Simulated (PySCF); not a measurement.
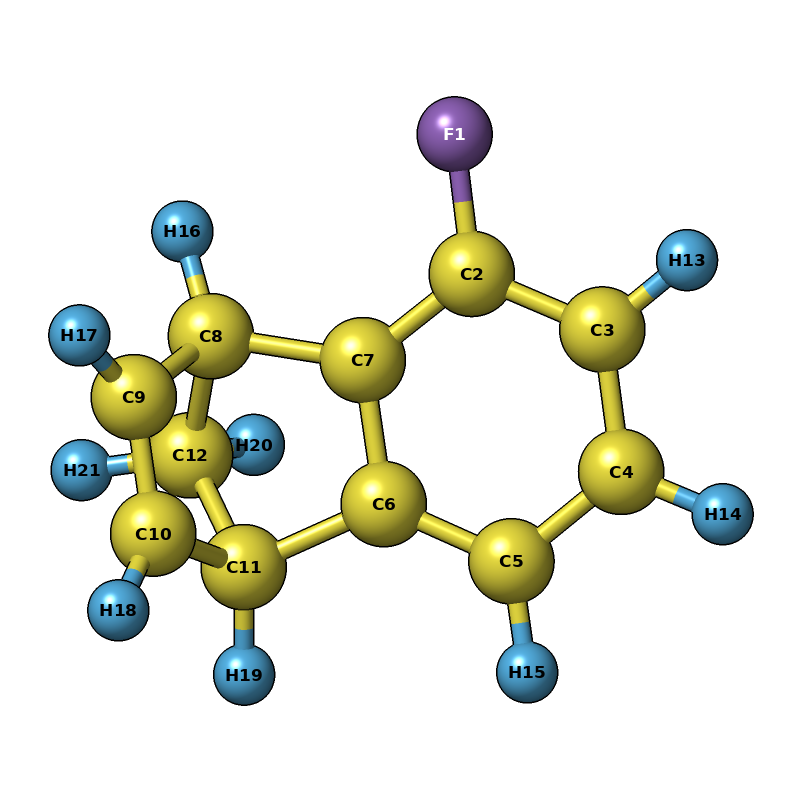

Every bond is drawn as one stick. The computed structure is the end point of a GFN2-xTB optimisation. No frequency run is at hand to confirm it as a minimum. Method: PBE0/pcSseg-1 (PySCF 2.14.0).

List the Mayer bond orders of F1–C2, C2–C3, C2–C7, C3–C4, C4–C5, C5–C6, C6–C7, C6–C11, C7–C8, C8–C9, C8–C12, C9–C10, C10–C11, C11–C12 (bonds between heavy atoms, one of each equivalent set).

| bond | Mayer order | length (Å) |
| --- | --- | --- |
| F1–C2 | 0.88 | 1.353 |
| C2–C3 | 1.42 | 1.392 |
| C2–C7 | 1.45 | 1.371 |
| C3–C4 | 1.47 | 1.381 |
| C4–C5 | 1.40 | 1.394 |
| C5–C6 | 1.50 | 1.373 |
| C6–C7 | 1.25 | 1.400 |
| C6–C11 | 0.94 | 1.515 |
| C7–C8 | 0.95 | 1.513 |
| C8–C9 | 0.97 | 1.520 |
| C8–C12 | 0.95 | 1.541 |
| C9–C10 | 1.83 | 1.325 |
| C10–C11 | 0.96 | 1.520 |
| C11–C12 | 0.96 | 1.541 |
